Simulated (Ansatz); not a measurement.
```xyz
5

Ge    0.0003    0.0000    0.0003
H     0.0001    0.0000    1.5332
H     1.4456    0.0000   -0.5105
H    -0.7222    1.2516   -0.5108
H    -0.7222   -1.2516   -0.5108
```

The calculation used RKS r2SCAN-D4/def2-SVP in Ansatz 0.2.0.

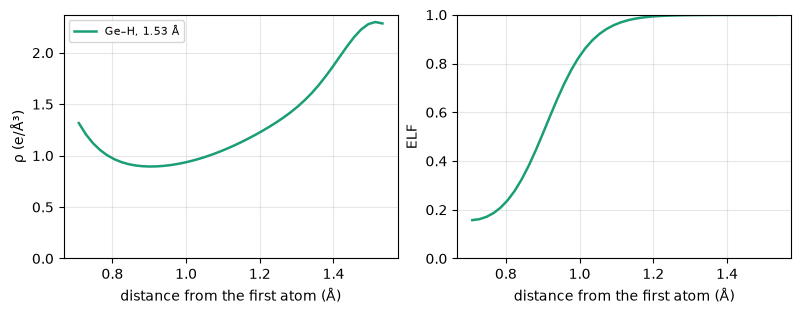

GeH₄. Total electron density and electron localisation function along straight lines between neighbouring atoms. The curves leave out the atomic cores.

Question: What can be read from the curves?

Answer: Ge–H (1.53 Å): ρ at the midpoint is about 1.1 e/Å³; the ELF climbs to about 1 towards the hydrogen.
